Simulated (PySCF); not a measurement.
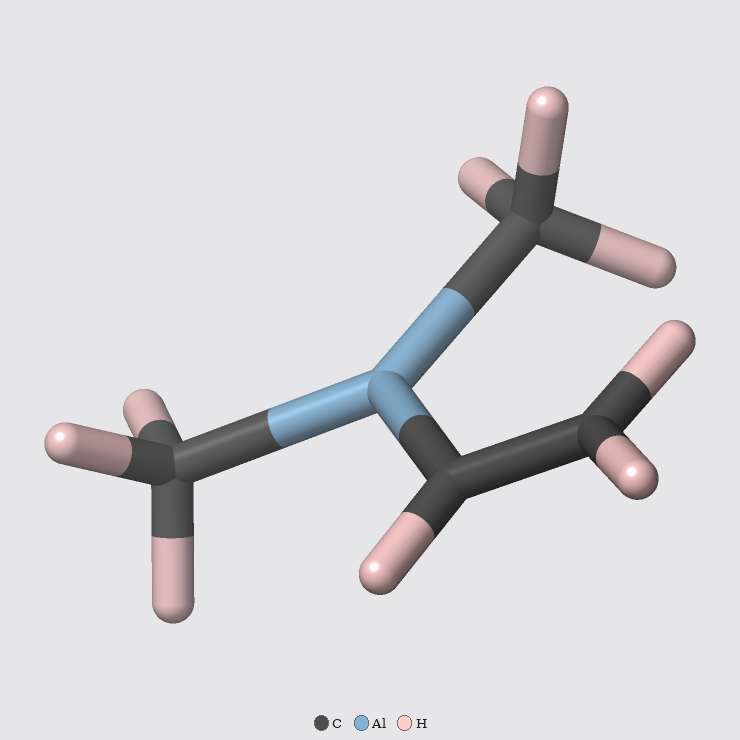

The geometry was computed by an optimisation with GFN2-xTB. No frequency run is at hand to confirm it as a minimum. Level of theory: B3LYP/def2-SVPD, gas phase (PySCF 2.14.0). Excitations: vertical, linear response.

**Estimate the HOMO–LUMO gap.**

6.11 eV.

**Give the dipole moment at this level.**

0.10 D.

**Estimate the HOMO energy (Kohn–Sham orbital).**

−7.39 eV.

**Give the mean static polarisability at this level.**

77.7 bohr³.

The geometry is semi-empirical. Around Al such bond lengths and angles can be off by a tenth of an ångström or more and by several degrees, and values that hang on the shape move with them.
